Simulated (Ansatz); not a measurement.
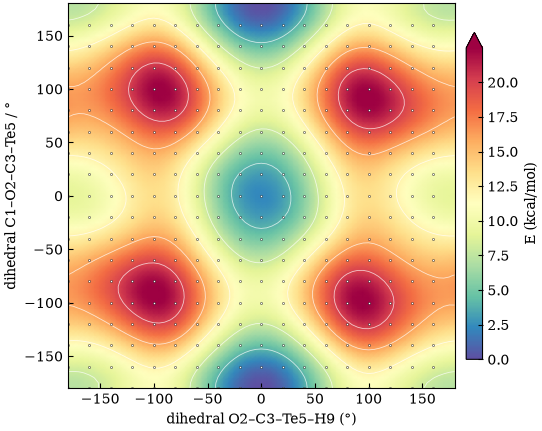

Energy landscape of C2H4OSTe, SMILES COC(=S)[TeH]. 
- Coordinates scanned: (1) dihedral O2–C3–Te5–H9; (2) dihedral C1–O2–C3–Te5.
- Nothing is relaxed (all other coordinates rigid).
- The scan uses an 18 × 18 grid.
- Points are written as (first, second).
- Energies are in kcal/mol, from the lowest grid point.
- All numbers below come from RKS SPW92 (LDA)/def2-SVP in Ansatz 0.2.0.

Drawn: a smooth colour map with a few white contour lines, dots at the grid points, one colour for all values above the top of the scale. Between grid points the surface is interpolated. 

Q: Where are the wells?

A: The lowest grid point is at (0°, −180°). Higher local minima lie near (0°, 0°) (2.3 kcal/mol above the lowest at that grid point); (−180°, −180°) (7.2 kcal/mol above the lowest at that grid point); (−180°, 0°) (9.1 kcal/mol above the lowest at that grid point). The highest grid point, (100°, 100°), lies 22.5 kcal/mol above the lowest. On the interpolated surface the easiest way out of the lowest well to the well at (0°, 0°) passes a barrier of about 10 kcal/mol. Round the minimum the two coordinates are nearly uncoupled.

The input of one point:

```yaml
crystal:
  periodic: [false, false, false]
  atoms:
    - { symbol: C, position_ang: [0.217977, -1.046807, 0.478743] }
    - { symbol: O, position_ang: [0.875868, -0.363544, -0.555918] }
    - { symbol: C, position_ang: [0.494, 0.823981, -0.971442] }
    - { symbol: S, position_ang: [-0.771383, 1.627573, -0.340009] }
    - { symbol: Te, position_ang: [1.495893, 1.862387, -2.545749] }
    - { symbol: H, position_ang: [0.750623, -2.0082, 0.614276] }
    - { symbol: H, position_ang: [0.255353, -0.46488, 1.42834] }
    - { symbol: H, position_ang: [-0.845525, -1.246371, 0.212499] }
    - { symbol: H, position_ang: [2.73729, 0.790805, -2.98379] }
basis:
  gaussian: { orbitals: def2-SVP }
hamiltonian:
  xc: lda
output:
  forces: true
```

Each point was launched as `ansatz run input.yaml --threads 1 --pin off --max-ram 2560MiB --backend cpu --events-out ev --progress --plain --runs-dir out`. The whole map (324 points run) took 23 min on 1 thread of Arm Neoverse N1, with other jobs on the host.
